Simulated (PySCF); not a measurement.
# CH4Cl2Ge (SMILES [CH3][GeH]([Cl])[Cl]): levels of theory compared

Wanted: a comparison of 5 runs (HF/STO-3G, HF/3-21G, PBE0/def2-SVP, B3LYP/def2-SVPD, CCSD(T)/def2-SVP) of CH4Cl2Ge. The job is set up through a Python script.

The calculation is run with PySCF 2.14.0.

## 1. The molecule

CH4Cl2Ge has 8 atoms, charge 0, and is taken as a singlet. As SMILES, `[CH3][GeH]([Cl])[Cl]`. Geometry: relaxed at PBE0-D4/def2-TZVP.

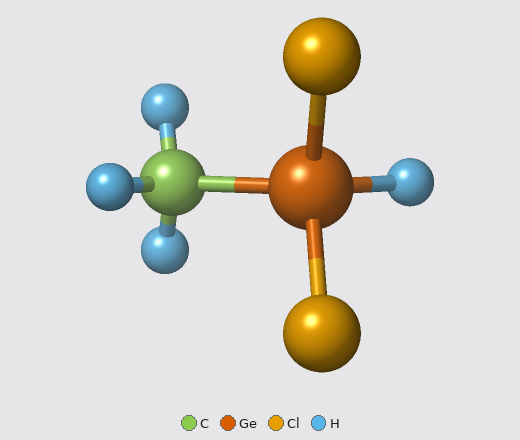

Viewed from a chosen angle; carbon green, germanium orange, chlorine amber, hydrogen blue.

## 2. Energy and gradient at HF/STO-3G (run 1)

job.py reads:

```python
# [CH3][GeH]([Cl])[Cl]
import pyscf.grad
from pyscf import gto, scf

molecule = gto.M(
    atom='''
C     -0.188000     1.060800    -0.135500
Ge     0.041700    -0.824400     0.211900
Cl     2.077200    -1.177800     0.802900
Cl    -0.295500    -1.911200    -1.610900
H     -1.208900     1.249800    -0.469000
H      0.011700     1.627800     0.774400
H      0.510200     1.366900    -0.914000
H     -0.856300    -1.449100     1.284300
''',
    basis='sto-3g',
    verbose=4,
    max_memory=1860,
)

mf = scf.RHF(molecule)
mf.conv_tol = 1e-10
mf.kernel()
if not mf.converged:
    mf = mf.newton().run(mf.mo_coeff, mf.mo_occ)

etot = mf.e_tot
print('E(%s) = %.9f' % ('HF', etot))
grad = mf.Gradients().kernel()
mf.analyze()
```

On the command line:

```
$ OMP_NUM_THREADS=1 python job.py
```

Log:

```text
PySCF version 2.14.0

[... 75 lines left out ...]
Nuclear Repulsion Energy =             460.286686296145888
[... 8 lines left out ...]
MO #3   energy= -103.653774882462  occ= 2
[... 6 lines left out ...]
MO #10  energy= -10.3449242796703  occ= 2
[... 6 lines left out ...]
MO #17  energy= -6.596622799034    occ= 2
[... 6 lines left out ...]
MO #24  energy= -0.779043345283359 occ= 2
[... 6 lines left out ...]
MO #31  energy= -0.567335802305698 occ= 2
[... 6 lines left out ...]
MO #38  energy= -0.377363863692197 occ= 2
[... 6 lines left out ...]
MO #45  energy= 0.707150637205555  occ= 0
[... 56 lines left out ...]
Dipole moment(X, Y, Z, Debye): -2.30942,  2.34715,  1.55742
```

Wall time 9.3 s (1 thread of Intel Xeon at 2.50GHz (Skylake/Cascade Lake), shared host); peak memory 0.12 GiB.

## 3. Energy and gradient at HF/3-21G (run 2)

run.py reads:

```python
# [CH3][GeH]([Cl])[Cl]
import pyscf.grad
from pyscf import gto

system = gto.M(
    atom='''
C     -0.355269     2.004621    -0.256058
Ge     0.078802    -1.557890     0.400433
Cl     3.925339    -2.225719     1.517261
Cl    -0.558414    -3.611645    -3.044160
H     -2.284490     2.361780    -0.886282
H      0.022110     3.076096     1.463404
H      0.964138     2.583067    -1.727210
H     -1.618172    -2.738402     2.426975
''',
    unit='bohr',
    spin=0,
    verbose=4,
    max_memory=1860,
    basis='3-21g',
)

mf = system.RHF()
mf.conv_tol = 1e-10
mf.kernel()
if not mf.converged:
    mf = mf.newton().run(mf.mo_coeff, mf.mo_occ)

etot = mf.e_tot
print(f'total energy: {etot:.8f} hartree')
grad = mf.Gradients().kernel()
mf.analyze()
```

On the command line:

```
$ OMP_NUM_THREADS=1 python run.py
```

Log:

```text
PySCF version 2.14.0

[... 62 lines left out ...]
converged SCF energy = -3020.02045213485
[... 22 lines left out ...]
MO #2   energy= -104.106376114436  occ= 2
[... 8 lines left out ...]
MO #11  energy= -7.96368540414931  occ= 2
[... 8 lines left out ...]
MO #20  energy= -5.20048914779836  occ= 2
[... 8 lines left out ...]
MO #29  energy= -0.72130932479929  occ= 2
[... 8 lines left out ...]
MO #38  energy= -0.446584203953892 occ= 2
[... 8 lines left out ...]
MO #47  energy= 0.428991909838713  occ= 0
[... 8 lines left out ...]
MO #56  energy= 0.969812622497089  occ= 0
[... 8 lines left out ...]
MO #65  energy= 1.94413925163551   occ= 0
[... 76 lines left out ...]
Dipole moment(X, Y, Z, Debye): -2.47611,  2.93198,  1.54356
```

It took 9.3 s on 1 thread of Intel Xeon at 2.50GHz (Skylake/Cascade Lake), shared host; peak memory 0.14 GiB.

## 4. Energy and forces at PBE0/def2-SVP (run 3)

job.py reads:

```python
import pyscf.grad
from pyscf import gto, dft

mol = gto.M(
    atom='''
C       -0.188000       1.060800      -0.135500
Ge       0.041700      -0.824400       0.211900
Cl       2.077200      -1.177800       0.802900
Cl      -0.295500      -1.911200      -1.610900
H       -1.208900       1.249800      -0.469000
H        0.011700       1.627800       0.774400
H        0.510200       1.366900      -0.914000
H       -0.856300      -1.449100       1.284300
''',
    charge=0,
    basis='def2-svp',
    spin=0,
    max_memory=1860,
    verbose=4,
)

mf = dft.RKS(mol)
mf.xc = 'pbe0'
mf.grids.level = 5
mf.conv_tol = 1e-10
mf.kernel()
if not mf.converged:
    mf = mf.newton().run(mf.mo_coeff, mf.mo_occ)

e_final = mf.e_tot
print('Final energy', e_final)
grad = mf.Gradients().kernel()
mf.analyze()
```

On the command line:

```
$ OMP_NUM_THREADS=1 python job.py
```

Log:

```text
PySCF version 2.14.0

[... 93 lines left out ...]
Two-electron Energy =                 1639.343237279015057
[... 14 lines left out ...]
MO #11  energy= -7.26249758815364  occ= 2
[... 12 lines left out ...]
MO #24  energy= -1.28827239835131  occ= 2
[... 12 lines left out ...]
MO #37  energy= -0.323746649553336 occ= 2
[... 12 lines left out ...]
MO #50  energy= 0.329358694361938  occ= 0
[... 12 lines left out ...]
MO #63  energy= 0.743747803581878  occ= 0
[... 12 lines left out ...]
MO #76  energy= 0.985421976940471  occ= 0
[... 12 lines left out ...]
MO #89  energy= 1.89783797483152   occ= 0
[... 12 lines left out ...]
MO #102 energy= 2.91546808826209   occ= 0
[... 113 lines left out ...]
Dipole moment(X, Y, Z, Debye): -1.49838,  2.10823,  0.83261
```

Wall time 98 s (1 thread of Intel Xeon at 2.50GHz (Skylake/Cascade Lake), shared host); peak memory 1 GiB.

Run 4 isn't shown in full; the table further down has it.

## 5. A single-point energy at CCSD(T)/def2-SVP (run 5)

run.py reads:

```python
from pyscf import gto, scf, cc

mol = gto.M(
    atom=[
    ('C', (-0.188000, 1.060800, -0.135500)),
    ('Ge', (0.041700, -0.824400, 0.211900)),
    ('Cl', (2.077200, -1.177800, 0.802900)),
    ('Cl', (-0.295500, -1.911200, -1.610900)),
    ('H', (-1.208900, 1.249800, -0.469000)),
    ('H', (0.011700, 1.627800, 0.774400)),
    ('H', (0.510200, 1.366900, -0.914000)),
    ('H', (-0.856300, -1.449100, 1.284300)),
],
    spin=0,
    verbose=3,
    basis='def2-svp',
    max_memory=1860,
)

hf = scf.RHF(mol)
hf.conv_tol = 1e-10
hf.kernel()
if not hf.converged:
    hf = hf.newton().run(hf.mo_coeff, hf.mo_occ)

mycc = cc.CCSD(hf, frozen=20)
mycc.kernel()
e_t = mycc.ccsd_t()
energy = mycc.e_tot + e_t
print('E(%s) = %.9f' % ('CCSD(T)', energy))
dip = hf.dip_moment()
pop, q = hf.mulliken_pop()
```

On the command line:

```
$ OMP_NUM_THREADS=1 python run.py
```

Log:

```text
converged SCF energy = -3034.08305664337
[... 3 lines left out ...]
Dipole moment(X, Y, Z, Debye): -1.65759,  2.18849,  0.96484
[... 111 lines left out ...]
charge of    7H =     -0.11150
```

Run time: 1.8 min. Hardware: 1 thread of Intel Xeon at 2.50GHz (Skylake/Cascade Lake), shared host; peak memory 0.57 GiB.

## 6. Overview of the runs

| run | level | integration grid | task | energy (Eh) | dipole moment (D) of the reference | HOMO energy (eV) | LUMO energy (eV) | wall time |
| --- | --- | --- | --- | --- | --- | --- | --- | --- |
| 1 | HF/STO-3G | – | gradient | -3000.791822 | 3.64 | -10.27 | 7.59 | 9.3 s |
| 2 | HF/3-21G | – | gradient | -3020.020452 | 4.14 | -12.15 | 3.21 | 9.3 s |
| 3 | PBE0/def2-SVP | 5 | gradient | -3036.819529 | 2.72 | -8.59 | 0.07 | 98 s |
| 4 | B3LYP/def2-SVPD | 5 | gradient | -3037.523221 | 2.78 | -8.57 | -0.87 | 2.8 min |
| 5 | CCSD(T)/def2-SVP | – | energy | -3034.774020 | 2.91 | -11.82 | 4.02 | 1.8 min |

## 7. Outcome

| quantity | value |
| --- | --- |
| run 5: total energy | -3034.77402 Eh |
| run 5: dipole moment (Hartree–Fock density) | 2.91 D |
| run 5: HOMO energy (Hartree–Fock orbitals) | -11.82 eV |
| run 5: LUMO energy (Hartree–Fock orbitals) | 4.02 eV |
| run 5: HOMO–LUMO gap (Hartree–Fock orbitals) | 15.84 eV |
| run 5: correlation energy (20 core orbitals frozen) | -691.0 mEh |
| run 5: (T) correction | -17.03 mEh |
| run 5: T1 diagnostic | 0.009 |

Over runs 1, 2, 3, 4 the dipole moment (its size) runs from 2.72 D (PBE0/def2-SVP) to 4.14 D (HF/3-21G). The two ends differ in method and basis. Over runs 1, 2, 3, 4 the HOMO–LUMO gap runs from 7.70 eV (B3LYP/def2-SVPD) to 17.86 eV (HF/STO-3G). Totals of different functionals can't be ranked against each other. In run 1 the basis is minimal, so the values are rough. All runs together took 6.6 min, the longest 2.8 min.
